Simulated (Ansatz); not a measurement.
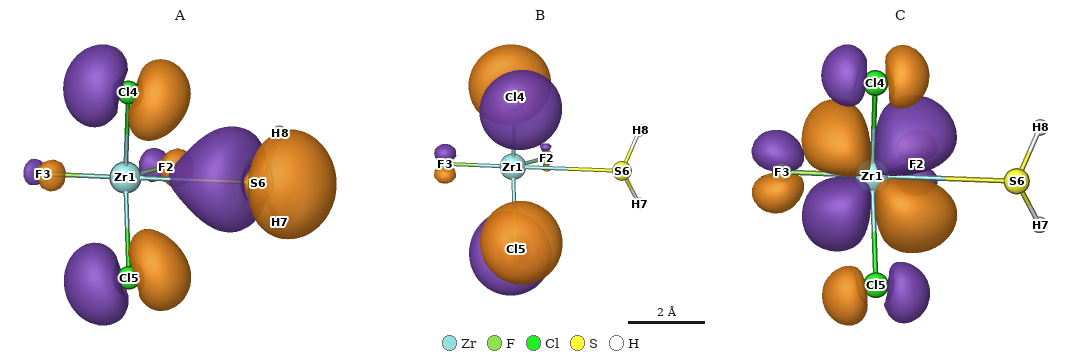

Cl$_{2}$F$_{2}$H$_{2}$SZr. Three frontier orbitals at ±0.1 Å⁻³ᐟ² (orange and purple are the two phases), in no order.

Core potentials replace the inner electrons of Zr.

All numbers below come from RKS B3LYP/def2-SVP in Ansatz 0.2.0.

```yaml
atoms:
  - { symbol: Zr, position_ang: [-0.0126, -0.0612, -0.1200] }
  - { symbol: F, position_ang: [0.2061, -0.4224, 1.7402] }
  - { symbol: F, position_ang: [1.8065, -0.0583, -0.6541] }
  - { symbol: Cl, position_ang: [-0.6474, 2.1577, -0.6777] }
  - { symbol: Cl, position_ang: [-0.8615, -1.8473, -1.4353] }
  - { symbol: S, position_ang: [-2.8741, -0.0889, 0.8234] }
  - { symbol: H, position_ang: [-2.8453, -1.2383, 1.5405] }
  - { symbol: H, position_ang: [-2.7499, 0.6859, 1.9276] }
```

### Which picture is the HOMO−1, the HOMO and the LUMO?

B is the HOMO−1 (−9.00 eV). Its weight (Hirshfeld) is mainly on Cl4 (about 45 %) and Cl5 (about 45 %); largely a combination of lone pairs on Cl4 and Cl5. A is the HOMO (−8.58 eV). Its weight (Hirshfeld) is mainly on S6 (about 50 %), Cl4 (about 20 %) and Cl5 (about 20 %); largely a combination of lone pairs on S6, Cl4 and Cl5. C is the LUMO (−2.06 eV). By Hirshfeld shares it lies mainly on Zr1 (about 70 %), Cl4 (about 10 %), Cl5 (about 10 %) and F3 (about 5 %).

### What is the HOMO–LUMO gap?

6.52 eV between the orbital energies.
